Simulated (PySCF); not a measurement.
## Electronic structure of C₃H₁₂Si₄ in real space

The calculation's input:

```
{"job": {"kind": "nmr", "xc": "PBE0", "basis": "pcSseg-1"}, "charge": 0, "multiplicity": 1}
C      3.423606    -0.762036     0.831851
C      2.125329    -0.608547     1.041476
Si     0.940135     0.338751    -0.069416
Si    -0.358219     1.892127     1.159728
Si    -2.273950     0.561056     0.839379
Si    -1.033822    -0.898660    -0.548778
C     -1.554235    -0.748120    -2.376235
H      4.067601    -1.310925     1.503279
H      3.905528    -0.335348    -0.033544
H      1.694397    -1.058238     1.929269
H      1.773235     0.835099    -1.181782
H      0.045253     2.159835     2.546814
H     -0.435101     3.241931     0.582750
H     -2.830462    -0.033813     2.062641
H     -3.444579     1.217361     0.239440
H     -1.066885    -2.348978    -0.270135
H     -0.898220    -1.313467    -3.031789
H     -1.522915     0.289720    -2.696567
H     -2.566500    -1.108497    -2.535841
```

Launched as:

```sh
OMP_NUM_THREADS=1 python probes_run.py task.json out
```

Geometry: GFN2-xTB.

Level of theory: PBE0/pcSseg-1, SCF density, gas phase, non-relativistic in PySCF 2.14.0.

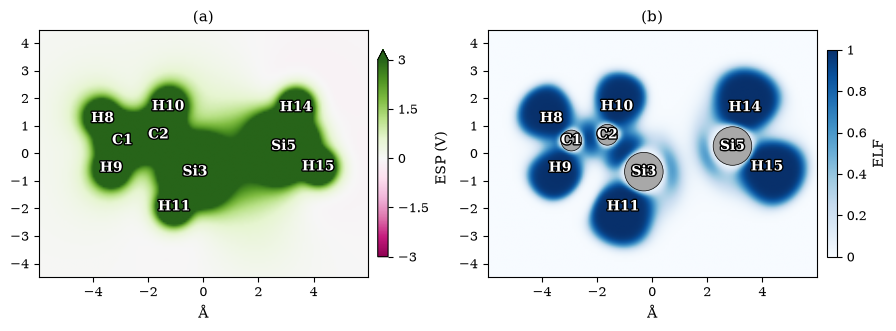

Figure 1. (a) molecular electrostatic potential; (b) electron localisation function on the plane of atoms C2, Si3 and H11. Grey discs cover the atomic cores in the ELF map.

Q: Describe what can be read from this map.

A: Atoms in the plane: C, Si and H.
C–C (1.32 Å): the ELF peaks at about 0.90 between the atoms; a short, multiple covalent bond.
C–Si (1.88 Å): the ELF peaks at about 0.95 between the atoms: localised, covalent bonding.
C–H (1.08 Å): the ELF climbs to about 1 towards the hydrogen, as it does in any bond to H; a covalent bond by its length.
Si–H (1.48 Å): the ELF climbs to about 1 towards the hydrogen.
The potential has no marked negative region in this plane.

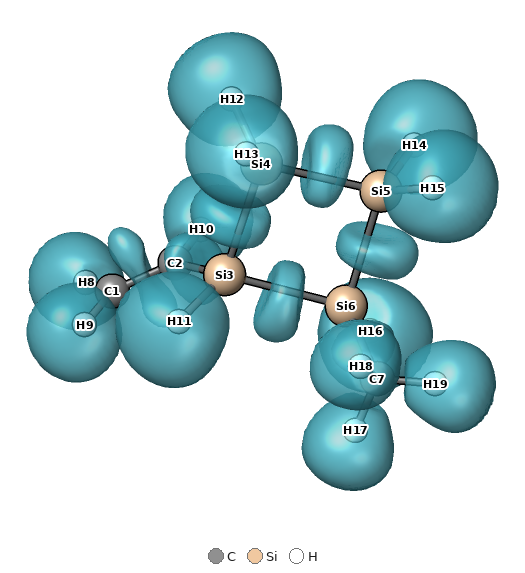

Figure 2. Isosurface of the electron localisation function at 0.8 (cyan), seen at a tilt. Only the valence region is drawn (cores and ρ < 0.01 e/Å³ removed).

Q: Identify the bonds, lone pairs and shells in this picture.

A: At this value the surface marks out one region between bonded C–C atoms (shared pairs), two regions between bonded C–Si atoms (shared pairs), four regions between bonded Si–Si atoms (shared pairs) and twelve regions around hydrogen nuclei.

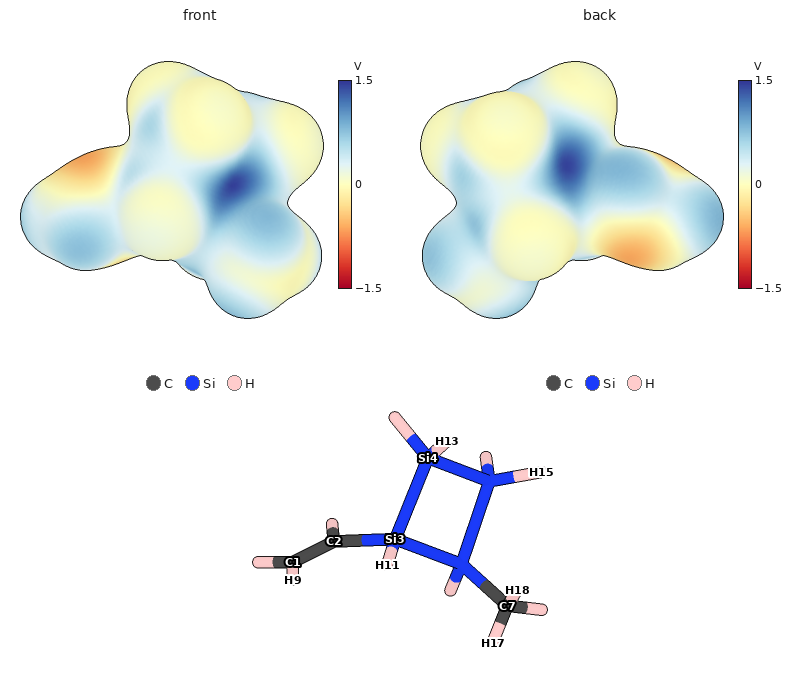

Figure 3. The electrostatic potential painted on the density surface at 0.002 e/bohr³, seen from the front and from behind; red is negative and blue positive. The bare structure is drawn below in the same view.

Q: Describe the electrostatic potential map.

A: The most negative region (about −0.6 V) lies over the π face of C1 and C2, the most positive (about +1.4 V) over Si3, Si4, Si5 and Si6.
